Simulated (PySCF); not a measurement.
# MoOF₄: relaxation and vibrations of the singlet

Where does singlet MoOF₄ go from a PBE0 minimum start, is the end point a minimum, and what are its modes, charges and moments?

Method: PBE0, basis Mo def2-SVP with ECP28, O def2-SVP, F def2-SVP, scalar-relativistic core potentials, no spin–orbit coupling, density fitting; program: PySCF 2.14.0.

## (1) The starting structure

6 atoms, charge 0, spin multiplicity 1.

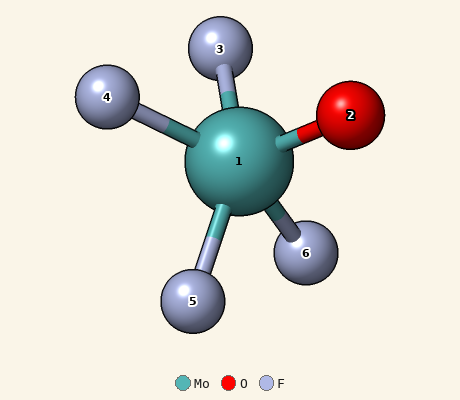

The starting geometry (molybdenum teal, oxygen red, fluorine light blue); atoms are numbered from 1 in the order of the file.

Z-matrix (Å, degrees; charge 0 multiplicity 1):
```
Mo
O  1 1.6361
F  1 1.8322 2 105.16
F  1 1.8322 2 105.16 3 -90.00
F  1 1.8322 2 105.16 3 180.00
F  1 1.8322 2 105.16 3 90.00
```

## (2) First SCF at the start

One driver script runs all steps and calls PySCF; scf.py shows how it sets up the SCF of each step. The optimiser is the driver's own. After this first run the driver tries any further starts and a stability analysis.

File scf.py:

```python
from pyscf import gto, scf, dft
mol = gto.M(atom='''
Mo    -0.000000     0.000000     0.055057
O     -0.000000     0.000000     1.691173
F      1.768457    -0.000000    -0.424139
F      0.000000     1.768457    -0.424139
F     -1.768457     0.000000    -0.424139
F     -0.000000    -1.768457    -0.424139''',
    basis={'Mo': 'def2-SVP', 'O': 'def2-SVP', 'F': 'def2-SVP'},
    ecp={'Mo': 'def2-SVP'},
    charge=0, spin=0)
mf = dft.RKS(mol, xc='PBE0')
mf.grids.atom_grid = (50, 194)
aux = {'Mo': 'def2-universal-JKFIT', 'O': 'def2-universal-JKFIT', 'F': 'def2-universal-JKFIT'}
mf = mf.density_fit(auxbasis=aux)
mf.conv_tol = 1e-08
mf.diis_space = 10
mf.max_cycle = 60
mf.init_guess = 'minao'
mf.verbose = 4
mf.kernel()
```

Started as:

```sh
$ OMP_NUM_THREADS=2 python axn.py task.json out
```

Output:

```text
init E= -534.444210779399
  HOMO = -0.68556023178402  LUMO = -0.374653402180517  gap/eV = 8.46021
cycle= 1 E= -541.60768932981  delta_E= -7.16  |g|=  1.7  |ddm|=  3.3
  HOMO = -0.345184343475762  LUMO = -0.321776249346625  gap/eV = 0.63697
cycle= 2 E= -535.759363768362  delta_E= 5.85  |g|= 5.38  |ddm|= 4.54
  HOMO = -0.36313546410188  LUMO = -0.136694466681448  gap/eV = 6.16177
cycle= 3 E= -541.962761831043  delta_E= -6.2  |g|= 0.992  |ddm|= 3.96
  HOMO = -0.406606021498546  LUMO = -0.17683597647212  gap/eV = 6.25236
cycle= 4 E= -542.120428637185  delta_E= -0.158  |g|= 0.426  |ddm|= 0.913
  HOMO = -0.450127517205039  LUMO = -0.206061662576914  gap/eV = 6.64137
cycle= 5 E= -542.153365749843  delta_E= -0.0329  |g|= 0.102  |ddm|= 0.352
  HOMO = -0.439728885564197  LUMO = -0.187994219495796  gap/eV = 6.85005
cycle= 6 E= -542.155662567981  delta_E= -0.0023  |g|= 0.0284  |ddm|= 0.0952
  HOMO = -0.441205318071864  LUMO = -0.187615711712823  gap/eV = 6.90052
cycle= 7 E= -542.155817581122  delta_E= -0.000155  |g|= 0.00543  |ddm|= 0.0161
  HOMO = -0.441355298246712  LUMO = -0.187410411423297  gap/eV = 6.91019
cycle= 8 E= -542.155823121579  delta_E= -5.54e-06  |g|= 0.000451  |ddm|= 0.00326
  HOMO = -0.441360115709627  LUMO = -0.187431219083496  gap/eV = 6.90976
cycle= 9 E= -542.15582315563  delta_E= -3.41e-08  |g|= 4.04e-05  |ddm|= 0.000307
  HOMO = -0.441358758655128  LUMO = -0.187428518968698  gap/eV = 6.90979
cycle= 10 E= -542.155823155946  delta_E= -3.16e-10  |g|= 2.53e-05  |ddm|= 4.9e-05
  HOMO = -0.441356391008256  LUMO = -0.18743370066348  gap/eV = 6.90959
Extra cycle  E= -542.155823154825  delta_E= 1.12e-09  |g|= 8.07e-05  |ddm|= 6.6e-05
converged SCF energy = -542.155823154825
```

This step, with its further starts and checks, needed 5.1 s of wall time on 2 threads of Intel Xeon 6975P-C (Granite Rapids), shared host.

No lower closed-shell solution turned up in the test of internal stability.

## (3) Relaxing the singlet from the PBE0 minimum start

The program finds C4v symmetry in the start, which this walk keeps.

Changes to scf.py since step 2:

```diff
@@ -3,6 +3,6 @@
-Mo    -0.000000     0.000000     0.055057
-O     -0.000000     0.000000     1.691173
-F      1.768457    -0.000000    -0.424139
-F      0.000000     1.768457    -0.424139
-F     -1.768457     0.000000    -0.424139
-F     -0.000000    -1.768457    -0.424139''',
+Mo     0.000000     0.000000     0.053958
+O      0.000000     0.000000     1.690074
+F      1.768457     0.000000    -0.425238
+F     -0.000000     1.768457    -0.425238
+F     -1.768457     0.000000    -0.425238
+F     -0.000000    -1.768457    -0.425238''',
@@ -19 +18,0 @@
-mf.init_guess = 'minao'
```

The optimiser's trace:

```csv
step,energy (Eh),change (kJ/mol),largest symmetric gradient (Eh/bohr)
0,-542.155823,0.00,0.00114
1,-542.155829,-0.01,0.00027
2,-542.155833,-0.03,0.00019
3,-542.155833,-0.03,0.00003
```

The walk took 9.6 s.

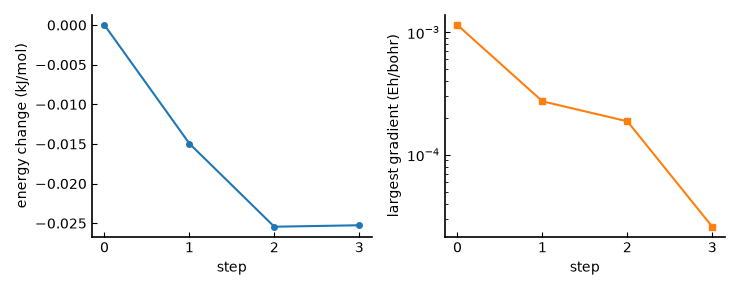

How energy and gradient fall.

After 3 steps and 0.0 kJ/mol it ends at C4v: Mo–F 1.832 Å (×4), Mo–O 1.636 Å; F–Mo–F 86.1° (×4), F–Mo–F 149.9° (×2), F–Mo–O 105.0° (×4).

## (4) Vibrations and properties at this point

The point is checked on the finer grid, and tightened if its gradient asks for it. The Hessian and the dipole derivatives come from central differences of analytic gradients, with steps of 0.02 bohr.

Changes to scf.py since step 3:

```diff
@@ -3,6 +3,6 @@
-Mo     0.000000     0.000000     0.053958
-O      0.000000     0.000000     1.690074
-F      1.768457     0.000000    -0.425238
-F     -0.000000     1.768457    -0.425238
-F     -1.768457     0.000000    -0.425238
-F     -0.000000    -1.768457    -0.425238''',
+Mo     0.000000    -0.000000     0.055065
+O      0.000000    -0.000000     1.691189
+F      1.768458     0.000000    -0.424130
+F     -0.000000     1.768458    -0.424130
+F     -1.768458     0.000000    -0.424130
+F     -0.000000    -1.768458    -0.424130''',
@@ -13 +13 @@
-mf.grids.atom_grid = (50, 194)
+mf.grids.atom_grid = (75, 302)
@@ -16 +16 @@
-mf.conv_tol = 1e-08
+mf.conv_tol = 1e-10
```

The driver hands on the density of the step before, so the log starts near convergence.

SCF at the final geometry:

```text
init E= -542.155838398472
  HOMO = -0.441363080634267  LUMO = -0.18744509811528  gap/eV = 6.90946
cycle= 1 E= -542.155838398299  delta_E= 1.73e-10  |g|= 3.35e-05  |ddm|= 3.25e-05
  HOMO = -0.441359785273313  LUMO = -0.187441349580801  gap/eV = 6.90947
cycle= 2 E= -542.155838397348  delta_E= 9.52e-10  |g|= 7.79e-05  |ddm|= 7.45e-05
  HOMO = -0.441362328407312  LUMO = -0.187443301319551  gap/eV = 6.90949
cycle= 3 E= -542.155838398498  delta_E= -1.15e-09  |g|= 9.02e-06  |ddm|= 5.29e-05
  HOMO = -0.441362073195471  LUMO = -0.187443729987461  gap/eV = 6.90947
cycle= 4 E= -542.155838398515  delta_E= -1.68e-11  |g|= 1.73e-07  |ddm|= 5.54e-06
  HOMO = -0.441362125670237  LUMO = -0.187443804284669  gap/eV = 6.90947
Extra cycle  E= -542.155838398518  delta_E= -3.64e-12  |g|= 2.2e-07  |ddm|= 3.59e-07
converged SCF energy = -542.155838398518
```

The whole step took 52 s.

Geometry: C4v; Mo–F 1.832 Å (×4), Mo–O 1.636 Å; F–Mo–F 86.1° (×4), F–Mo–F 149.7° (×2), F–Mo–O 105.2° (×4).

Harmonic modes (main isotopes):

```json
{"symmetry": "b1", "ω (cm⁻¹)": "99", "IR (km/mol)": "0.0", "μ (u)": "19.00", "type": "bend"}
{"symmetry": "e", "ω (cm⁻¹)": "248", "IR (km/mol)": "36.5", "μ (u)": "20.52", "type": "bend"}
{"symmetry": "a1", "ω (cm⁻¹)": "269", "IR (km/mol)": "15.5", "μ (u)": "24.21", "type": "bend"}
{"symmetry": "e", "ω (cm⁻¹)": "306", "IR (km/mol)": "19.2", "μ (u)": "18.45", "type": "bend"}
{"symmetry": "b2", "ω (cm⁻¹)": "342", "IR (km/mol)": "0.0", "μ (u)": "19.00", "type": "bend"}
{"symmetry": "b1", "ω (cm⁻¹)": "640", "IR (km/mol)": "0.0", "μ (u)": "19.00", "type": "stretch"}
{"symmetry": "a1", "ω (cm⁻¹)": "737", "IR (km/mol)": "41.0", "μ (u)": "19.79", "type": "stretch"}
{"symmetry": "e", "ω (cm⁻¹)": "747", "IR (km/mol)": "511", "μ (u)": "24.38", "type": "stretch"}
{"symmetry": "a1", "ω (cm⁻¹)": "1136", "IR (km/mol)": "138", "μ (u)": "18.33", "type": "stretch"}
```

Every mode is real; the point is a minimum.

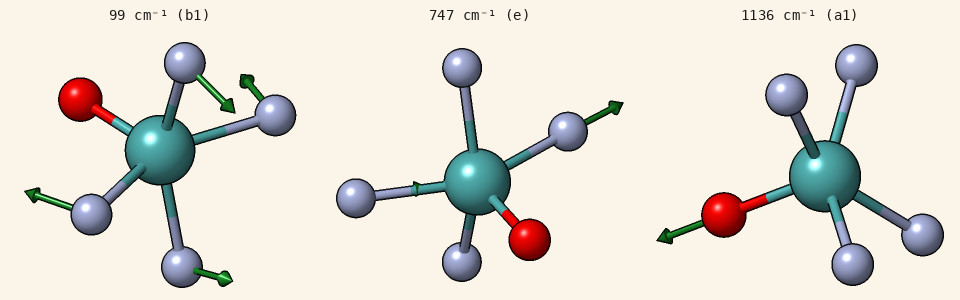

Displacements of 3 of the modes, as arrows (one member where a mode is degenerate).

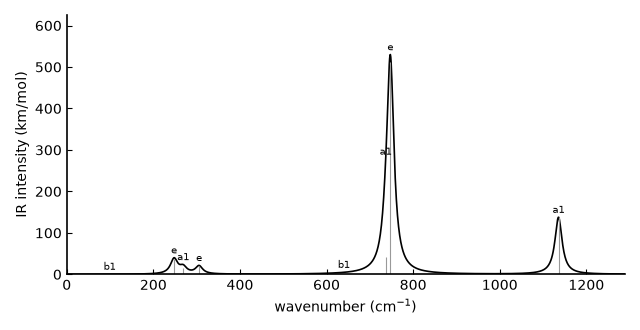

The harmonic infrared spectrum (widths in cm⁻¹). Lines are broadened to a width of 20 cm⁻¹ (Lorentzian).

Properties at this point:

* Dipole moment: 0.05 D
* Highest occupied level: -12.01 eV
* Lowest empty level: -5.10 eV
* Rotational constants: 0.09442, 0.09442, 0.07093 cm⁻¹
* Zero-point energy: 34.8 kJ/mol
* Principal polarisabilities: 34.5, 35.5, 35.5 bohr³
* Atomisation energy without zero-point energy: 2501 kJ/mol
* Principal traceless quadrupole moments about the centre of mass: -2.15, -2.15, 4.30 D Å
* Entropy at 298.15 K and 1 bar: 334.7 J/(mol K)
* Heat capacity Cp at 298.15 K: 98.4 J/(mol K)
* Enthalpy at 298.15 K above 0 K: 19.95 kJ/mol
* Rotational symmetry number: 4

Charges (e) and bond orders:

```tsv
atom	Mulliken	Löwdin	polar tensor	Mayer order to Mo1
Mo1	1.51	0.51	3.12	–
O2	-0.25	-0.02	-0.60	2.19
F3,4,5,6	-0.32	-0.12	-0.63	1.03
```

Mulliken populations on Mo1 (outside its core potential): s 2.20, p 6.55, d 3.59, f 0.15.

## (5) Summary of results

```
                                 quantity                                                                                       value
                                  minimum                                                                                singlet, C4v
                                 geometry  Mo–F 1.832 Å (×4), Mo–O 1.636 Å; F–Mo–F 86.1° (×4), F–Mo–F 149.7° (×2), F–Mo–O 105.2° (×4)
                       wavenumbers (cm⁻¹)       99 (b1), 248 (e), 269 (a1), 306 (e), 342 (b2), 640 (b1), 737 (a1), 747 (e), 1136 (a1)
                            dipole moment                                                                                      0.05 D
     highest occupied, lowest empty level                                                                            -12.01, -5.10 eV
               polar-tensor charge of Mo1                                                                                     +3.12 e
                        zero-point energy                                                                                 34.8 kJ/mol
                      entropy at 298.15 K                                                                             334.7 J/(mol K)
atomisation energy (no zero-point energy)                                                                                 2501 kJ/mol
```

**Reading.** The molecule stays C4v, as typed, and the end point is a minimum. The strongest infrared band lies at 747 cm⁻¹ (e, stretch). Only this shape and spin were tried, so other structures or states may lie lower. Whether spin polarisation would lower the closed shell was not checked.

The search up to here took 67 s.
